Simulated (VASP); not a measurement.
Consider the following.

```
RhS
1.0
    3.37333     0.00000     0.00000
   -1.68666     2.92139     0.00000
    0.00000     0.00000     6.91543
Rh S
2 2
Direct
  0.33333   0.66667   0.01427
  0.66667   0.33333   0.51427
  0.33333   0.66667   0.36073
  0.66667   0.33333   0.86073
```

All values below come from PBEsol GGA, VASP's PBE PAW potentials (set 64) (plane waves; VASP). Settings: 400 eV cut-off, 12×12×5 Γ-centred mesh, tetrahedra with Blöchl corrections, potentials Rh_pv S.

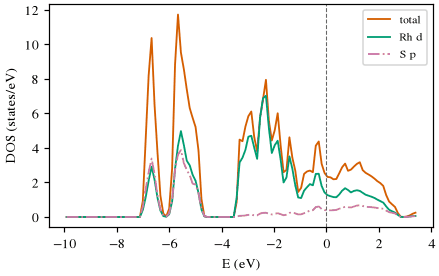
Total and projected density of states, zero at the Fermi level

Within 2 eV below the Fermi level the largest weight inside VASP's projection spheres is Rh d.

It has no gap at this level: it comes out as a metal or semimetal.

The structure was generated: RhS was put into the wurtzite type (P6_3mc), which need not be its known phase. It was relaxed first, which changed the volume by -27 %.
